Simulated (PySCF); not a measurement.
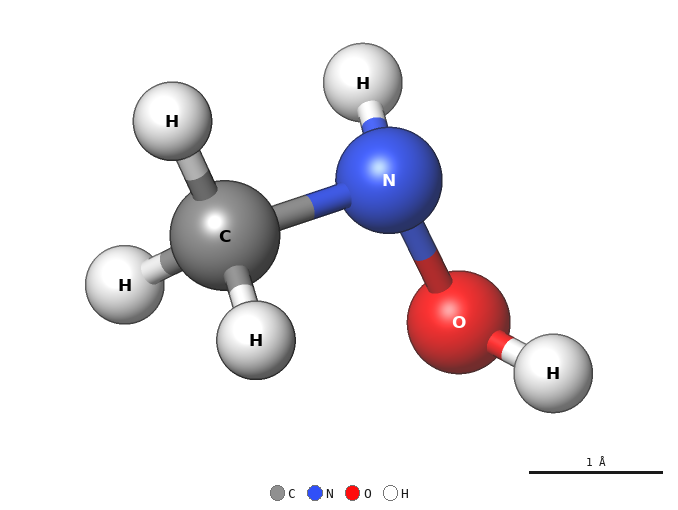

Every bond is drawn as one stick, whatever its order.

The computed structure is the end point of a GFN2-xTB optimisation. No frequency run is at hand to confirm it as a minimum.

Describe the molecule.

It has 8 atoms: 1 carbon, 5 hydrogen, 1 nitrogen and 1 oxygen (CH₅NO). SMILES: `CNO`. It has no ring. The point group is C1. Coordination: 1 C tetrahedral; 1 N trigonal pyramidal; 1 O bent.

The parts below concern this one geometry. Atoms keep their numbers from picture to picture.

Geometry

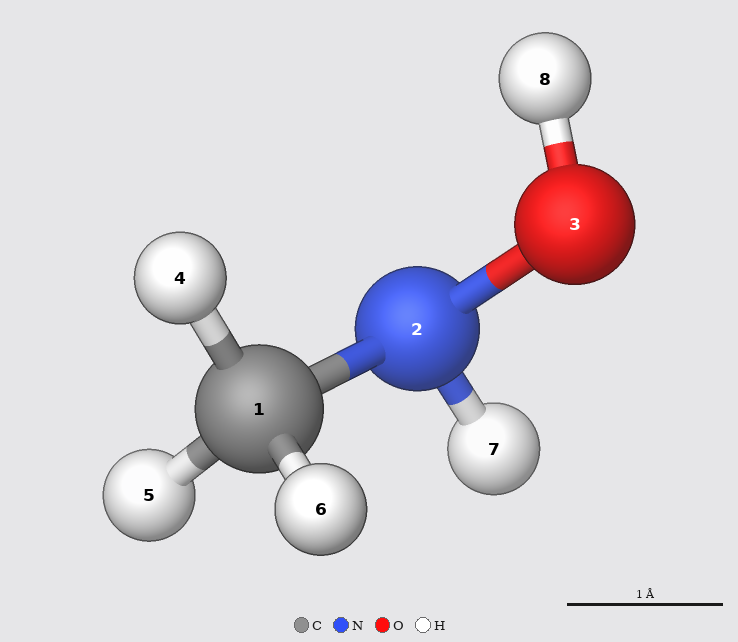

The atoms are numbered. No frequency run is at hand to confirm it as a minimum.

What are the angles N2–C1–H4, N2–C1–H5, N2–C1–H6, H4–C1–H5, H4–C1–H6, H5–C1–H6, C1–N2–O3, C1–N2–H7, O3–N2–H7, N2–O3–H8?

| angle | degrees |
| --- | --- |
| N2–C1–H4 | 108.3 |
| N2–C1–H5 | 107.5 |
| N2–C1–H6 | 113.5 |
| H4–C1–H5 | 109.1 |
| H4–C1–H6 | 108.9 |
| H5–C1–H6 | 109.5 |
| C1–N2–O3 | 110.1 |
| C1–N2–H7 | 109.6 |
| O3–N2–H7 | 103.9 |
| N2–O3–H8 | 105.2 |

Excitation

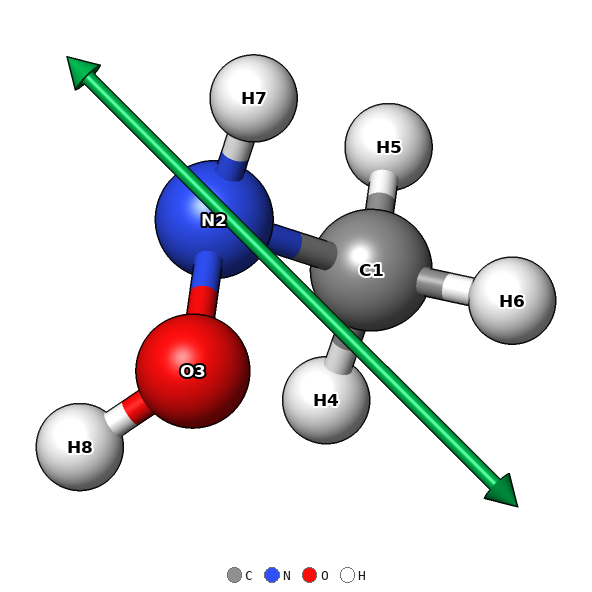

The double arrow shows the direction of the transition dipole to excited singlet state 7 (its length means nothing). No frequency run is at hand to confirm it as a minimum. Properties computed with TDDFT CAM-B3LYP/def2-SVPD, vertical, gas phase, core orbitals frozen in the response (PySCF 2.14.0).

Where does the transition lie, and how strong is it?

Answer. 8.72 eV (142 nm), oscillator strength 0.045, of mixed character, with the largest part HOMO → LUMO+4 (weight 0.41); transition dipole 1.16 D.

Core levels

No frequency run is at hand to confirm it as a minimum. Level of theory: delta-SCF UKS SCAN, pcX-2 on the ionised atom, pcseg-1 elsewhere, spin-free X2C (PySCF 2.14.0).

Give the core-electron binding energies (to vacuum) of C1 1s, N2 1s, O3 1s.

```tsv
atom	level	binding energy (eV)
C1	1s	291.6
N2	1s	406.4
O3	1s	539.1
```

Polarisability

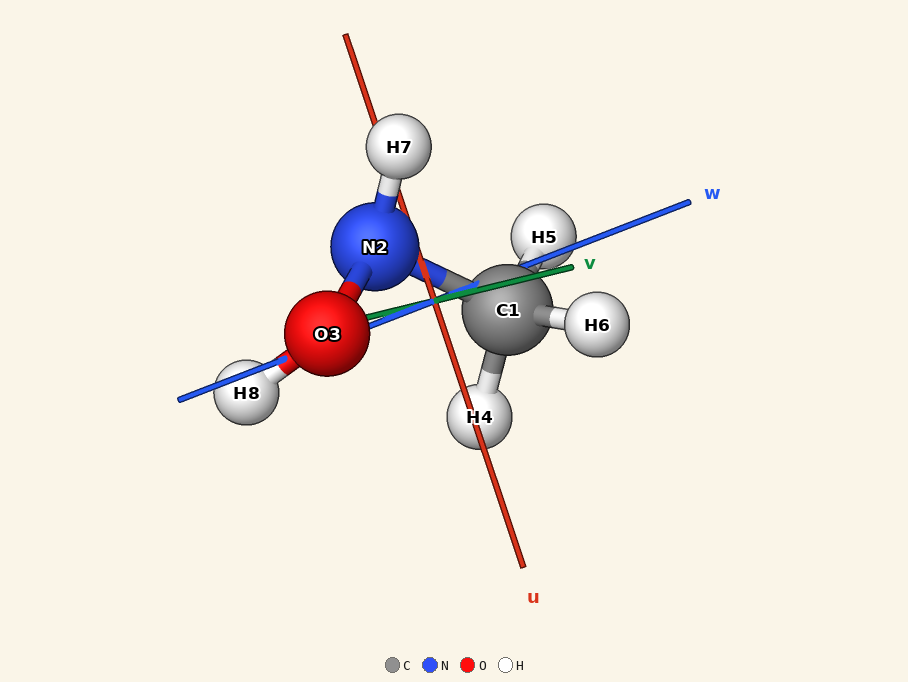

The lines u, v and w are the principal axes of the static dipole polarisability. No frequency run is at hand to confirm it as a minimum. Level of theory: CAM-B3LYP/def2-SVPD (PySCF 2.14.0).

Along which axis is the molecule most polarisable, and along which least?

Answer. Most along w, least along v.

Give the three principal values.

Answer. u 28.7, v 26.8, w 34.6 bohr³; mean 30.0, anisotropy 7.1 bohr³.
